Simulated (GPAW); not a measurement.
# Work function of Mg/Ir(100) at several levels, part 2 of 3

Wanted: work functions and dipole of Mg/Ir(100), with the cost of each level.

GPAW 26.7.0; GPAW, PAW setups; slab in vacuum, relaxation (the session's first sound run).

So far, upper work function (eV): step 2 (relaxing the atoms) 4.04; step 3 (the slab's potential) 4.04.

## (4) OptPBE vdW: xc = "optPBE-vdW"

The same geometry under optPBE-vdW, to see how far the functional moves the levels against the vacuum (the van der Waals functionals take revPBE setups).

run.py

```python
import json
import numpy as np
from ase import Atoms
from gpaw import GPAW, PW

slab = Atoms(
    ['Ir', 'Ir', 'Ir', 'Ir', 'Mg'],
    positions=[
        [1.35765, 1.35765, 9.00000],
        [0.00000, 0.00000, 10.92000],
        [1.35765, 1.35765, 12.87401],
        [-0.00000, -0.00000, 14.78300],
        [1.35765, 1.35765, 16.75606]],
    cell=[[2.71529, 0.0, 0.0], [0.0, 2.71529, 0.0], [0.0, 0.0, 26.01413]],
    pbc=[True, True, False])

slab.calc = GPAW(mode=PW(400), xc='optPBE-vdW', kpts={'size': (12, 12, 1), 'gamma': True},
                 occupations={'name': 'fermi-dirac', 'width': 0.1}, nbands='200%',
                 convergence={'density': 1e-05}, maxiter=200,
                 poissonsolver={'dipolelayer': 'xy'},
                 symmetry={'tolerance': 1e-3}, txt='slab.txt')
result = {}
energy = slab.get_potential_energy()
fermi = slab.calc.get_fermi_level()
v = slab.calc.get_electrostatic_potential().mean((0, 1)) - fermi
n = slab.calc.get_pseudo_density().mean((0, 1))
L = slab.cell[2, 2]
z = np.arange(len(v)) * L / len(v)
low, high = slab.positions[:, 2].min(), slab.positions[:, 2].max()
below, above = np.interp([low - 6.8, high + 6.8], z, v)
slopes = [np.interp(x, z, np.gradient(v, z)) for x in (low - 6.8, high + 6.8)]
eps = np.array([[slab.calc.get_eigenvalues(k, s) for k in range(len(slab.calc.get_ibz_k_points()))]
                for s in range(slab.calc.get_number_of_spins())]) - fermi
top, bottom = eps[eps < 0].max(), eps[eps > 0].min()
dipole = slab.get_dipole_moment()[2]
print(f'energy {energy:.4f} eV, Fermi level {fermi:.4f} eV, dipole {dipole:.5f} e A')
print(f'potential 6.8 A off the faces, from the Fermi level: lower {below:.4f} eV, upper {above:.4f} eV')
print(f'slope of the potential there: lower {slopes[0]:.5f}, upper {slopes[1]:.5f} eV/A')
print(f'nearest levels on the mesh: {top:.4f} and {bottom:.4f} eV')
print('magnetic moment', round(slab.get_magnetic_moment(), 3))
result.update(energy=energy, fermi=fermi, dipole=dipole, below=below, above=above, slopes=slopes, edges=[top, bottom],
              z=z.tolist(), v=v.tolist(), n=n.tolist(), positions=slab.positions.tolist(),
              forces=slab.get_forces(apply_constraint=False).tolist(), moments=slab.get_magnetic_moments().tolist())
json.dump(result, open('result.json', 'w'))
```

Started as:

```bash
OMP_NUM_THREADS=1 OPENBLAS_NUM_THREADS=1 python run.py
```

What it wrote:

```text
energy -107.4870 eV, Fermi level 1.8133 eV, dipole 0.06343 e A
potential 6.8 A off the faces, from the Fermi level: lower 5.7017 eV, upper 4.1469 eV
slope of the potential there: lower -0.00006, upper 0.00011 eV/A
nearest levels on the mesh: -0.0010 and 0.0152 eV
magnetic moment 0.0
```

Wall time 3.6 min (1 thread of Arm Neoverse V2, shared host); peak memory 0.42 GiB.

Numbers from this step:

```yaml
dipole_along_the_normal: 0.06343 e·Å
levels_nearest_the_fermi_level_on_the_mesh: -9.52e-4, 0.01515 eV from the Fermi level
upper_work_function: 4.147 eV
lower_work_function: 5.702 eV
```

The electrostatic potential energy of an electron (without an applied field's), less the Fermi level, planar mean oscillates, so the rows of the table below give means over windows of 1.95 Å about each position, cut where the curve ends. Its maxima inside the range that stand out by 2 % of the span (Å: eV): 1.3: 5.70, 10.0: -4.33, 11.9: -4.24, 13.9: -4.79, 15.8: -2.29. Its minima: 9.0: -25.8, 10.9: -26.5, 12.9: -26.5, 14.7: -26.0, 16.8: -12.3.

Table of electrostatic potential energy of an electron (without an applied field's), less the Fermi level, planar mean by z; means over each step:

| z (Å) | electrostatic potential energy of an electron (without an applied field's), less the Fermi level, planar mean (eV) |
| --- | --- |
| 0.97 | 5.63 |
| 2.92 | 5.70 |
| 4.87 | 5.70 |
| 6.82 | 5.13 |
| 8.77 | -12.6 |
| 10.72 | -14.5 |
| 12.67 | -14.5 |
| 14.62 | -14.2 |
| 16.57 | -6.67 |
| 18.52 | 2.36 |
| 20.47 | 4.11 |
| 22.42 | 4.15 |
| 24.38 | 4.15 |

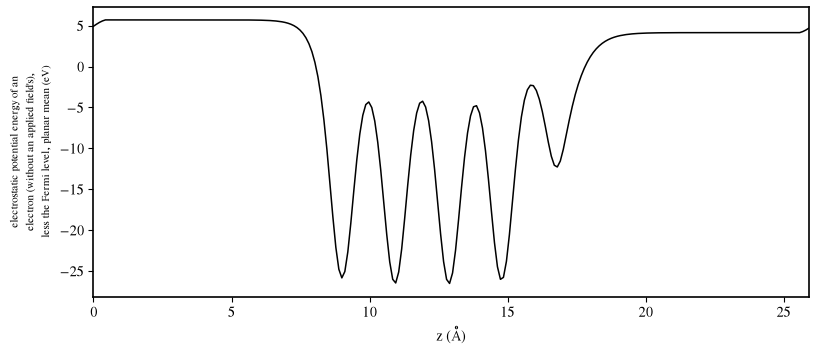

Electrostatic potential energy of an electron (without an applied field's), less the Fermi level, planar mean against z.

The pseudo valence density, planar mean oscillates, so the rows of the table below give means over windows of 1.95 Å about each position, cut where the curve ends. Its maxima inside the range that stand out by 2 % of the span (Å: e/Å³): 9.1: 1.90, 10.8: 1.95, 12.8: 1.94, 14.7: 1.99, 16.7: 1.83. Its minima: 10.0: 0.486, 11.9: 0.466, 13.9: 0.491, 16.0: 0.246.

The pseudo valence density, planar mean by z; means over each step:

| z (Å) | pseudo valence density, planar mean (e/Å³) |
| --- | --- |
| 4.87 | 1.4e-4 |
| 6.82 | 0.0222 |
| 8.77 | 0.967 |
| 10.72 | 1.05 |
| 12.67 | 1.04 |
| 14.62 | 1.04 |
| 16.57 | 0.713 |
| 18.52 | 0.0303 |
| 20.47 | 8.9e-4 |
| 22.42 | 1.7e-5 |

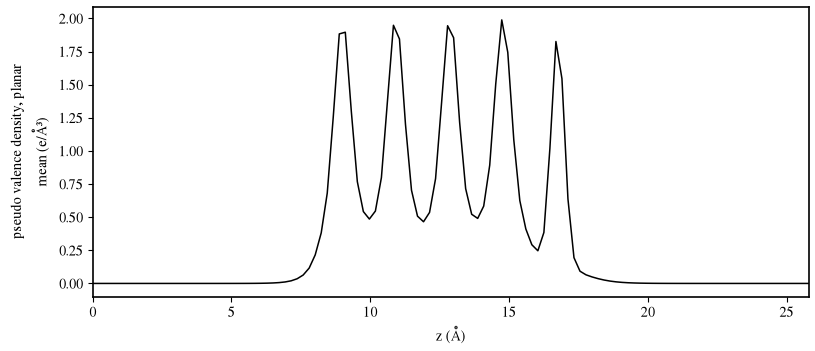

Pseudo valence density, planar mean against z.

Force by atom:

| atom | x (eV/Å) | y (eV/Å) | z (eV/Å) | size |
| --- | --- | --- | --- | --- |
| Ir1 | 0.000 | 0.000 | 0.090 | 0.090 |
| Ir2 | 0.000 | 0.000 | -0.621 | 0.621 |
| Ir3 | 0.000 | 0.000 | -0.056 | 0.056 |
| Ir4 | 0.000 | 0.000 | 0.439 | 0.439 |
| Mg5 | 0.000 | 0.000 | 0.149 | 0.149 |

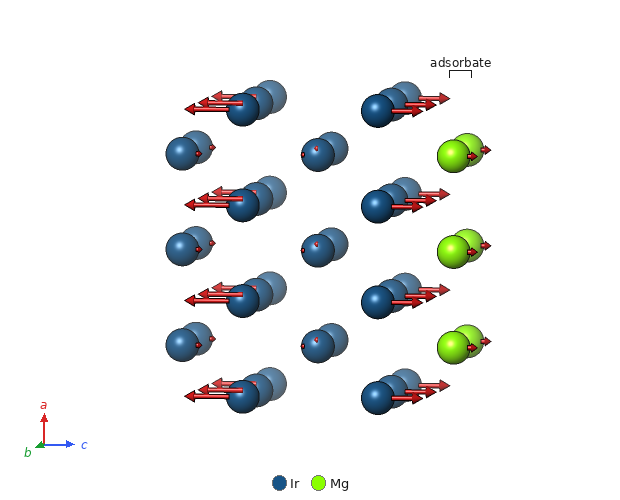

Force as arrows, the longest 0.621 eV/Å. 3×2×1 cells are drawn. Some periodic images of atoms are drawn too.

The upper face's work function is 4.147 eV, against 4.044 eV in the first plane-wave PBE run at this geometry.

## (5) Self-consistent run: xc = "revPBE"

The same geometry under revPBE, to see how far the functional moves the levels against the vacuum.

run.py: that of step 4 with these lines changed.

```diff
@@ -16,3 +16,3 @@
 
-slab.calc = GPAW(mode=PW(400), xc='optPBE-vdW', kpts={'size': (12, 12, 1), 'gamma': True},
+slab.calc = GPAW(mode=PW(400), xc='revPBE', kpts={'size': (12, 12, 1), 'gamma': True},
                  occupations={'name': 'fermi-dirac', 'width': 0.1}, nbands='200%',
```

What it wrote:

```text
energy -35.2227 eV, Fermi level 1.9756 eV, dipole 0.05823 e A
potential 6.8 A off the faces, from the Fermi level: lower 5.4124 eV, upper 3.9851 eV
slope of the potential there: lower -0.00006, upper 0.00009 eV/A
nearest levels on the mesh: -0.0154 and 0.0009 eV
magnetic moment 0.0
```

It took 3.4 min on 1 thread; peak memory 0.3 GiB.

Numbers from this step:

```yaml
dipole_along_the_normal: 0.05823 e·Å
levels_nearest_the_fermi_level_on_the_mesh: -0.01544, 8.98e-4 eV from the Fermi level
upper_work_function: 3.985 eV
lower_work_function: 5.412 eV
```

The electrostatic potential energy of an electron (without an applied field's), less the Fermi level, planar mean oscillates, so the rows of the table below give means over windows of 1.95 Å about each position, cut where the curve ends. Its maxima inside the range that stand out by 2 % of the span (Å: eV): 1.3: 5.41, 10.0: -4.36, 11.9: -4.27, 13.9: -4.82, 15.8: -2.31. Its minima: 9.0: -26.0, 10.9: -26.6, 12.9: -26.7, 14.7: -26.2, 16.8: -12.3.

Electrostatic potential energy of an electron (without an applied field's), less the Fermi level, planar mean against z; means over each step:

| z (Å) | electrostatic potential energy of an electron (without an applied field's), less the Fermi level, planar mean (eV) |
| --- | --- |
| 0.97 | 5.34 |
| 2.92 | 5.41 |
| 4.87 | 5.41 |
| 6.82 | 4.90 |
| 8.77 | -12.7 |
| 10.72 | -14.6 |
| 12.67 | -14.6 |
| 14.62 | -14.3 |
| 16.57 | -6.72 |
| 18.52 | 2.27 |
| 20.47 | 3.96 |
| 22.42 | 3.98 |
| 24.38 | 3.99 |

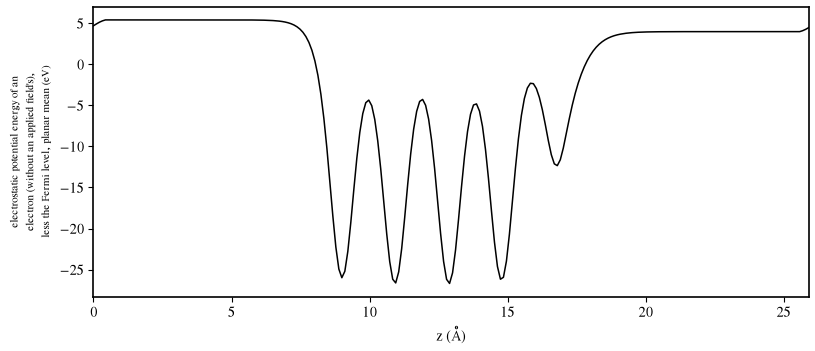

Electrostatic potential energy of an electron (without an applied field's), less the Fermi level, planar mean, plotted against z.

The upper face's work function is 3.985 eV, against 4.044 eV in the first plane-wave PBE run at this geometry.

## (6) Self-consistent run: xc = "LDA"

The same geometry under LDA, to see how far the functional moves the levels against the vacuum.

run.py: that of step 5 with these lines changed.

```diff
@@ -16,3 +16,3 @@
 
-slab.calc = GPAW(mode=PW(400), xc='revPBE', kpts={'size': (12, 12, 1), 'gamma': True},
+slab.calc = GPAW(mode=PW(400), xc='LDA', kpts={'size': (12, 12, 1), 'gamma': True},
                  occupations={'name': 'fermi-dirac', 'width': 0.1}, nbands='200%',
```

What it wrote:

```text
energy -43.2178 eV, Fermi level 1.6295 eV, dipole 0.07044 e A
potential 6.8 A off the faces, from the Fermi level: lower 5.8927 eV, upper 4.1657 eV
slope of the potential there: lower -0.00006, upper 0.00009 eV/A
nearest levels on the mesh: -0.0118 and 0.0028 eV
magnetic moment 0.0
```

Run time: 3.3 min. Hardware: 1 thread; peak memory 0.3 GiB.

Numbers from this step:

- dipole along the normal: 0.07044 e·Å
- levels nearest the Fermi level on the mesh: -0.01180, 0.002767 eV from the Fermi level
- upper work function: 4.166 eV
- lower work function: 5.893 eV

The electrostatic potential energy of an electron (without an applied field's), less the Fermi level, planar mean oscillates, so the rows of the table below give means over windows of 1.95 Å about each position, cut where the curve ends. Its maxima inside the range that stand out by 2 % of the span (Å: eV): 1.3: 5.89, 10.0: -3.92, 11.9: -3.84, 13.9: -4.38, 15.8: -1.91. Its minima: 9.0: -25.6, 10.9: -26.3, 12.9: -26.3, 14.7: -25.8, 16.8: -12.0.

Table of electrostatic potential energy of an electron (without an applied field's), less the Fermi level, planar mean by z; means over each step:

| z (Å) | electrostatic potential energy of an electron (without an applied field's), less the Fermi level, planar mean (eV) |
| --- | --- |
| 0.97 | 5.81 |
| 2.92 | 5.89 |
| 4.87 | 5.89 |
| 6.82 | 5.38 |
| 8.77 | -12.4 |
| 10.72 | -14.2 |
| 12.67 | -14.2 |
| 14.62 | -14.0 |
| 16.57 | -6.37 |
| 18.52 | 2.45 |
| 20.47 | 4.14 |
| 22.42 | 4.17 |
| 24.38 | 4.17 |

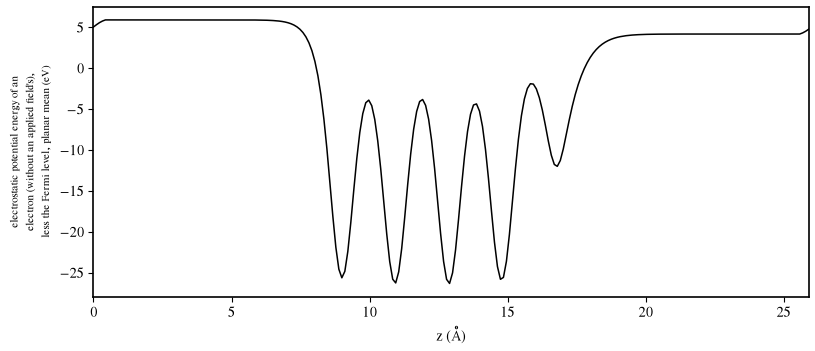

Electrostatic potential energy of an electron (without an applied field's), less the Fermi level, planar mean against z.

The upper face's work function is 4.166 eV, against 4.044 eV in the first plane-wave PBE run at this geometry.

## (7) Self-consistent run: xc = "RPBE"

The same geometry under RPBE, to see how far the functional moves the levels against the vacuum.

run.py: that of step 6 with these lines changed.

```diff
@@ -16,3 +16,3 @@
 
-slab.calc = GPAW(mode=PW(400), xc='LDA', kpts={'size': (12, 12, 1), 'gamma': True},
+slab.calc = GPAW(mode=PW(400), xc='RPBE', kpts={'size': (12, 12, 1), 'gamma': True},
                  occupations={'name': 'fermi-dirac', 'width': 0.1}, nbands='200%',
```

What it wrote:

```text
energy -34.7432 eV, Fermi level 1.9913 eV, dipole 0.05752 e A
potential 6.8 A off the faces, from the Fermi level: lower 5.3931 eV, upper 3.9832 eV
slope of the potential there: lower -0.00006, upper 0.00009 eV/A
nearest levels on the mesh: -0.0155 and 0.0001 eV
magnetic moment 0.0
```

Elapsed: 3.4 min, on 1 thread; peak memory 0.3 GiB.

Numbers from this step:

```yaml
dipole_along_the_normal: 0.05752 e·Å
levels_nearest_the_fermi_level_on_the_mesh: -0.01548, 6.53e-5 eV from the Fermi level
upper_work_function: 3.983 eV
lower_work_function: 5.393 eV
```

The electrostatic potential energy of an electron (without an applied field's), less the Fermi level, planar mean oscillates, so the rows of the table below give means over windows of 1.95 Å about each position, cut where the curve ends. Its maxima inside the range that stand out by 2 % of the span (Å: eV): 1.3: 5.39, 10.0: -4.38, 11.9: -4.30, 13.9: -4.84, 15.8: -2.33. Its minima: 9.0: -26.0, 10.9: -26.6, 12.9: -26.7, 14.7: -26.2, 16.8: -12.4.

Table of electrostatic potential energy of an electron (without an applied field's), less the Fermi level, planar mean by z; means over each step:

| z (Å) | electrostatic potential energy of an electron (without an applied field's), less the Fermi level, planar mean (eV) |
| --- | --- |
| 0.97 | 5.33 |
| 2.92 | 5.39 |
| 4.87 | 5.39 |
| 6.82 | 4.88 |
| 8.77 | -12.8 |
| 10.72 | -14.6 |
| 12.67 | -14.7 |
| 14.62 | -14.4 |
| 16.57 | -6.74 |
| 18.52 | 2.26 |
| 20.47 | 3.95 |
| 22.42 | 3.98 |
| 24.38 | 3.98 |

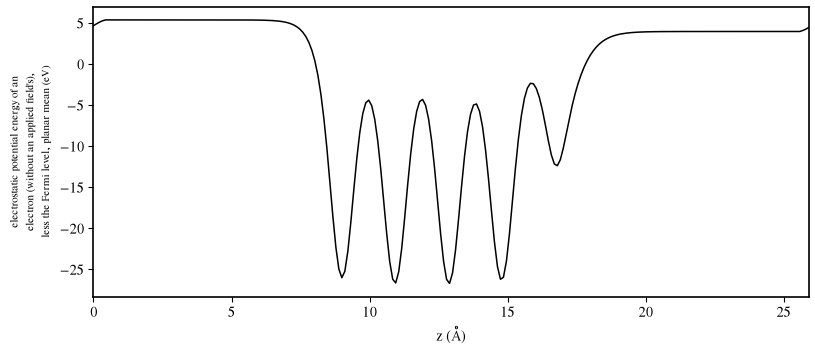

Electrostatic potential energy of an electron (without an applied field's), less the Fermi level, planar mean against z.

The upper face's work function is 3.983 eV, against 4.044 eV in the first plane-wave PBE run at this geometry.

## (8) Self-consistent run: xc = "vdW-DF2"

The same geometry under vdW-DF2, to see how far the functional moves the levels against the vacuum (the van der Waals functionals take revPBE setups).

run.py: that of step 7 with these lines changed.

```diff
@@ -16,3 +16,3 @@
 
-slab.calc = GPAW(mode=PW(400), xc='RPBE', kpts={'size': (12, 12, 1), 'gamma': True},
+slab.calc = GPAW(mode=PW(400), xc='vdW-DF2', kpts={'size': (12, 12, 1), 'gamma': True},
                  occupations={'name': 'fermi-dirac', 'width': 0.1}, nbands='200%',
```

What it wrote:

```text
energy -677.6081 eV, Fermi level 1.8760 eV, dipole 0.06767 e A
potential 6.8 A off the faces, from the Fermi level: lower 5.8103 eV, upper 4.1515 eV
slope of the potential there: lower -0.00007, upper 0.00016 eV/A
nearest levels on the mesh: -0.0040 and 0.0025 eV
magnetic moment 0.0
```

Run time: 4.3 min. Hardware: 1 thread; peak memory 0.42 GiB.

Numbers from this step:

| Quantity | Value |
| --- | --- |
| dipole along the normal | 0.06767 e·Å |
| levels nearest the Fermi level on the mesh | -0.003989, 0.002532 eV from the Fermi level |
| upper work function | 4.151 eV |
| lower work function | 5.810 eV |

The upper face's work function is 4.151 eV, against 4.044 eV in the first plane-wave PBE run at this geometry.

## (9) Real-space grid: mode = "fd"

A real-space grid is a second complete basis, so it checks the plane-wave result.

run.py: that of step 8 with these lines changed.

```diff
@@ -3,3 +3,3 @@
 from ase import Atoms
-from gpaw import GPAW, PW
+from gpaw import GPAW
 
@@ -16,3 +16,3 @@
 
-slab.calc = GPAW(mode=PW(400), xc='vdW-DF2', kpts={'size': (12, 12, 1), 'gamma': True},
+slab.calc = GPAW(mode='fd', h=0.18, xc='PBE', kpts={'size': (12, 12, 1), 'gamma': True},
                  occupations={'name': 'fermi-dirac', 'width': 0.1}, nbands='200%',
```

What it wrote:

```text
energy -37.6282 eV, Fermi level -4.7956 eV, dipole 0.06115 e A
potential 6.8 A off the faces, from the Fermi level: lower 5.5461 eV, upper 4.0452 eV
slope of the potential there: lower -0.00000, upper 0.00003 eV/A
nearest levels on the mesh: -0.0144 and 0.0036 eV
magnetic moment 0.0
```

Wall time 23 min (1 thread); peak memory 1.7 GiB.

This step gave:

```
dipole along the normal                    : 0.06115 e·Å
levels nearest the Fermi level on the mesh : -0.01436, 0.003600 eV from the Fermi level
upper work function                        : 4.045 eV
lower work function                        : 5.546 eV
```

The electrostatic potential energy of an electron (without an applied field's), less the Fermi level, planar mean oscillates, so the rows of the table below give means over windows of 1.99 Å about each position, cut where the curve ends. Its maxima inside the range that stand out by 2 % of the span (Å: eV): 1.4: 5.55, 9.9: -4.29, 11.9: -4.21, 13.8: -4.70, 15.9: -2.19. Its minima: 9.0: -25.9, 10.9: -26.6, 12.9: -26.6, 14.8: -26.2, 16.8: -12.2.

Table of electrostatic potential energy of an electron (without an applied field's), less the Fermi level, planar mean by z; means over each step:

| z (Å) | electrostatic potential energy of an electron (without an applied field's), less the Fermi level, planar mean (eV) |
| --- | --- |
| 0.99 | 5.53 |
| 2.98 | 5.55 |
| 4.97 | 5.54 |
| 6.96 | 4.76 |
| 8.95 | -13.1 |
| 10.94 | -14.3 |
| 12.93 | -14.5 |
| 14.92 | -13.7 |
| 16.91 | -6.16 |
| 18.90 | 3.20 |
| 20.89 | 4.03 |
| 22.88 | 4.05 |
| 24.87 | 4.05 |

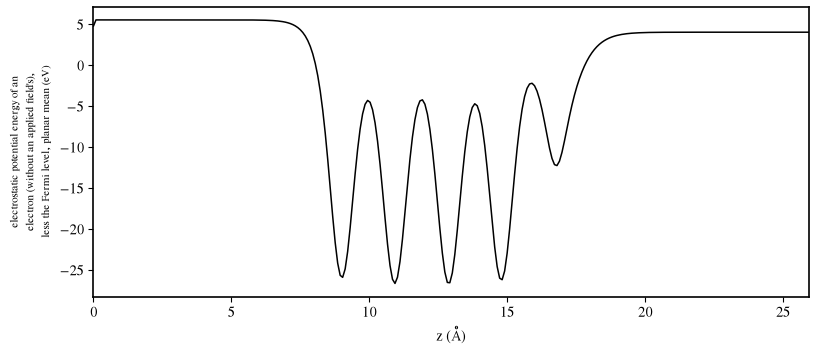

Electrostatic potential energy of an electron (without an applied field's), less the Fermi level, planar mean against z.

The upper face's work function is 4.045 eV, against 4.044 eV in the first plane-wave PBE run at this geometry.

[end of part 2 of 3]

[Logs are printed without paths, hosts, clocks, repeated set-up lines and the standing remarks that a program may print on its own settings, such as how far it seeks lower states.]

[Hosts, paths, dates, database ids (printed as entryN), source tags and the programs' standing remarks are cut or masked in the printed files.]
